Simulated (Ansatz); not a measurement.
Start from SnO₂ in the rutile structure (space group P4_2/mnm, No. 136; a = 4.759 Å, c = 3.200 Å). Axes: x, y, z lie along a, b, c of the conventional cell.

Now apply this change: biaxial strain −2.02 %, plane normal [001], relaxed out of plane (Cartesian); in-plane vectors clamped, the third vector and the atoms free.

All numbers come from r2SCAN, PAW, 500 eV (Ansatz, an electronic-structure program; no spin-orbit coupling), earlier PAW set.

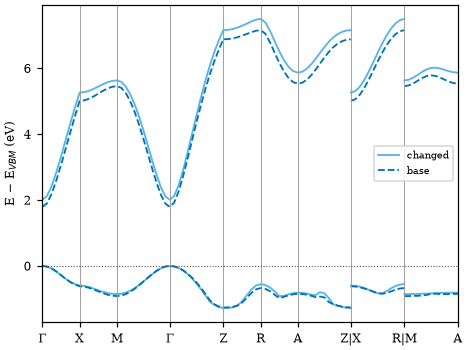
*Highest valence and lowest conduction band along the path, each from its own valence-band maximum*

The gap is 2.01 eV, direct at Γ; the base has 1.79 eV.

Whether these cells are dynamically stable was not tested.
